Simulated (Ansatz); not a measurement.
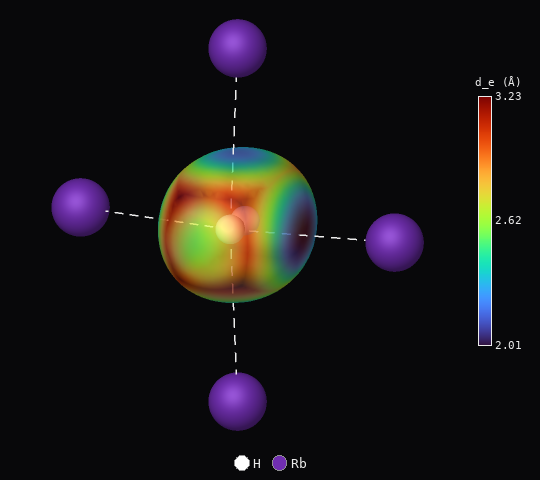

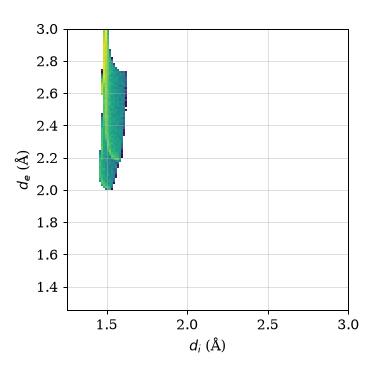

Hirshfeld surface computed for one H₂ unit (covalently bonded non-metal atoms) in RbH2 in space group Fmmm, coloured by d_e. Dashed lines lead to the closest neighbours outside. The second picture is its fingerprint plot, coloured by area on a logarithmic scale (dark little, yellow much).

The surface is where the fragment's share of the procrystal density (the sum of the densities of spherically averaged neutral Hartree-Fock atoms) equals one half. d_i and d_e are the distances from the surface to the nearest nucleus inside and outside. From Rb on the atoms have core potentials, so only their outer electrons count. X–H bonds are as in the structure, not normalised.

Source of the atomic positions: the end point of a relaxation with Ansatz 0.2.0, DFT PBE, scalar-relativistic, plane waves, PAW; the starting structure was generated, so it need not be a known form of this composition.

```
CELL_PARAMETERS angstrom
6.96461 0.00000 0.00000
0.00000 7.43864 0.00000
0.00000 0.00000 8.87685
ATOMIC_POSITIONS crystal
Rb 0.00000 0.00000 0.00000
H 0.00000 0.00000 0.45706
H 0.50000 0.00000 0.04294
Rb 0.00000 0.50000 0.50000
H 0.00000 0.50000 0.95706
H 0.50000 0.50000 0.54294
Rb 0.50000 0.00000 0.50000
H 0.50000 0.00000 0.95706
H 0.00000 0.00000 0.54294
Rb 0.50000 0.50000 0.00000
H 0.50000 0.50000 0.45706
H 0.00000 0.50000 0.04294
```

Q: What is the shortest distance from the fragment to an atom outside it?

A: H–Rb, 3.50 Å.

Q: How is the surface shared among contacts (nearest atom inside ··· nearest atom outside)?

A: H···Rb 100 %. The surface faces 6 neighbours with more than 2 % of its area each: 6 Rb.

Q: Give the size and shape of the surface.

A: It encloses about 19.6 Å³, has an area of about 35 Å² and a globularity of 0.99 (1 for a sphere).

Q: Where does the fingerprint reach closest to the origin?

A: The smallest d_i + d_e is about 3.5 Å, which belongs to the shortest contact, H···Rb at 3.50 Å; d_e runs from 2.01 to 3.23 Å.
